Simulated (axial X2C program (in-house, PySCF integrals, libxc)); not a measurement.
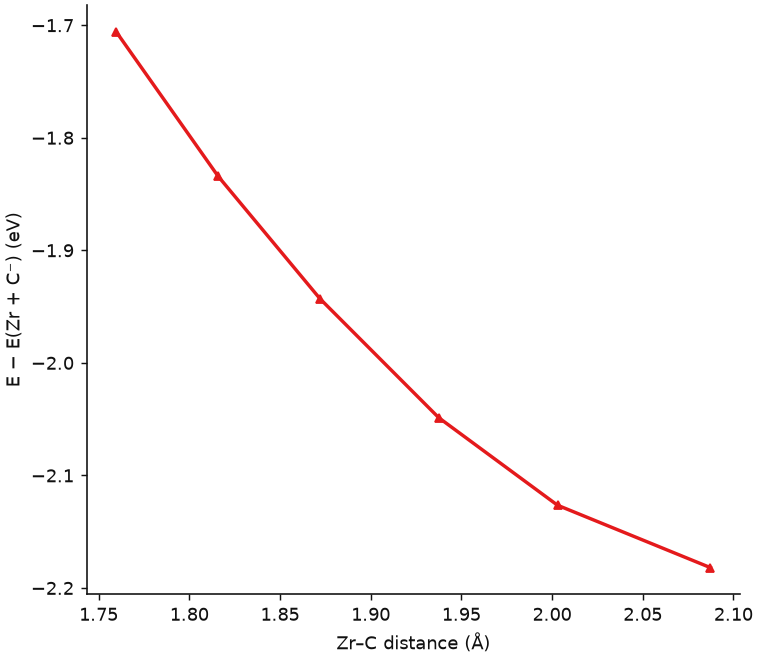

*Energy at 6 bond lengths, for one set of occupations held fixed; the line joins the points.*

The lowest point is at 2.09 Å, the end of the range, so no minimum is bracketed. The lowest point lies 2.18 eV below Zr + C⁻.

ZrC⁻: relativistic diatomic calculation

ZrC⁻, single determinant with M_S = 1/2 and |Λ| = 0. Computed at this level: HF, spin-free X2C-1e, Zr dyall-acv3z, C dyall-av3z (cores contracted) (axial X2C program (in-house, PySCF integrals, libxc)).

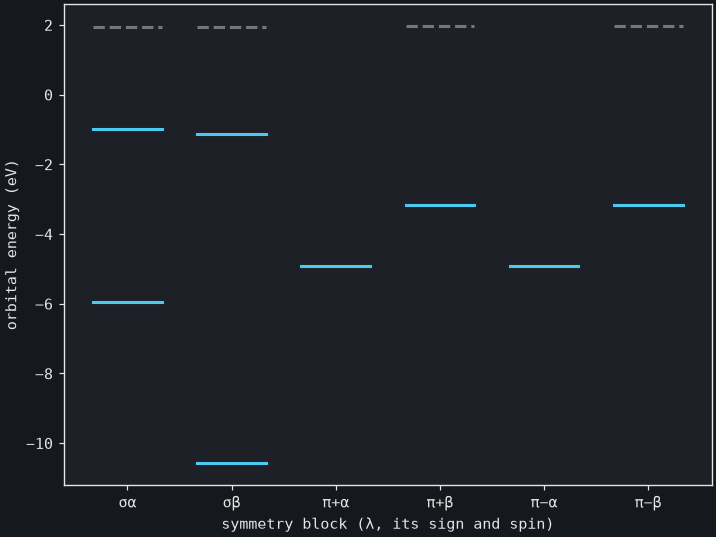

*Orbital energies near the frontier at 1.87 Å, filled (solid) and empty (dashed); a label such as π−α means λ = −1 and α spin.*

The highest filled orbital (σα; 61 % Zr s, 13 % Zr d) lies at −1.00 eV, the lowest empty one (σα; 98 % Zr p) at 1.95 eV.

These pictures come from the run below.

### The input
```
{"zs": [40, 6], "q": -1, "bas": ["dyall-acv3z", "dyall-av3z"], "levels": ["PBE0", "HF", "BLYP"], "cc": true, "r0": 1.94, "thr": -1.0, "nmax": 90, "npts": 10, "nst": 2, "ntry": 6}
```

The line is the task of a batch: nuclear charges, charge, bases, the levels to run, a first guess of the distance and further settings. This report covers HF without spin-orbit coupling. The log is that of the reference distance 1.872 Å.

The run was one of a batch that the task file lists, launched with:
```bash
python <driver script> task.json out
```

### Output
```
spin-free X2C-1e  HF
basis functions 228  fitting functions 1059  grid points 5076
iter        total energy     max residual
   1      -3633.981681504     4.02e-01
   2      -3634.005092006     1.48e-02
   3      -3634.007570305     7.97e-02
   4      -3634.009740672     1.38e-02
   5      -3634.010469099     1.01e-02
   6      -3634.011793923     3.02e-02
   7      -3634.013460540     3.86e-02
   8      -3634.015225579     3.26e-02
   9      -3634.017810189     8.35e-03
  10      -3634.019959690     1.16e-02
  11      -3634.020205381     6.94e-03
  12      -3634.020321166     1.53e-03
  13      -3634.020360196     2.18e-03
  14      -3634.020375377     8.34e-04
  15      -3634.020390501     5.02e-04
  16      -3634.020394190     5.29e-04
  17      -3634.020397535     2.38e-04
  18      -3634.020398578     9.66e-05
  19      -3634.020398983     5.60e-05
  20      -3634.020399075     3.70e-05
  21      -3634.020399104     1.28e-05
  22      -3634.020399115     8.93e-06
  23      -3634.020399120     9.47e-06
  24      -3634.020399122     3.02e-06
  25      -3634.020399122     9.03e-07
converged
one-electron -5160.19919596  Coulomb 1576.63527032  exact exchange -118.29970565  xc functional 0.00000000  nuclear repulsion 67.84323217
correlated 9  virtual 329  natural virtual 90  E(MP2) -0.223962826  MP2 remainder -0.014299898
iter   CCSD correlation   residual
   1     -0.214712468   2.01e-01
   2     -0.228338218   1.21e-01
   3     -0.240179320   8.19e-02
   4     -0.245575464   4.28e-02
   5     -0.248504225   2.17e-02
   6     -0.249533101   1.13e-02
   7     -0.249790634   5.03e-03
   8     -0.249827523   2.32e-03
   9     -0.249778467   1.30e-03
  10     -0.249798154   7.19e-04
  11     -0.249781884   4.12e-04
  12     -0.249787695   2.62e-04
  13     -0.249784873   1.71e-04
  14     -0.249782086   1.06e-04
  15     -0.249780404   6.73e-05
  16     -0.249779067   3.79e-05
  17     -0.249778588   2.04e-05
  18     -0.249778760   1.12e-05
  19     -0.249778644   5.66e-06
  20     -0.249778784   3.15e-06
  21     -0.249778791   1.80e-06
(T) -0.019260012967708098  T1 0.1573  D1 0.2132  max T2 0.168
```

### The points of the curve

```tsv
R (Å)	E (hartree)	dipole (D; origin at the first atom, positive when the second is positive)	highest filled (eV)	lowest empty (eV)
1.760	−3634.011688	0.06	−0.93	1.95
1.816	−3634.016397	−0.08	−1.05	1.95
1.872	−3634.020399	−0.10	−1.00	1.95
1.938	−3634.024285	−0.12	−0.88	1.95
2.003	−3634.027143	−0.21	−0.79	1.95
2.087	−3634.029181	−0.40	−0.71	1.95
```

### Results in brief

- outcome: converged
- largest ⟨S²⟩ along the curve: 2.46
- hardware: 1 thread of Arm Neoverse V1, 24 GiB of memory available, shared host
- wall time: 9.3 s
- peak memory: 0.64 GiB

### Remarks

Hartree–Fock lacks correlation, so it usually binds too weakly. ⟨S²⟩ reaches 2.46 where a pure state of this multiplicity has 0.75, so the determinant is spin-contaminated. Limits: 6 of the 10 points asked for were kept.
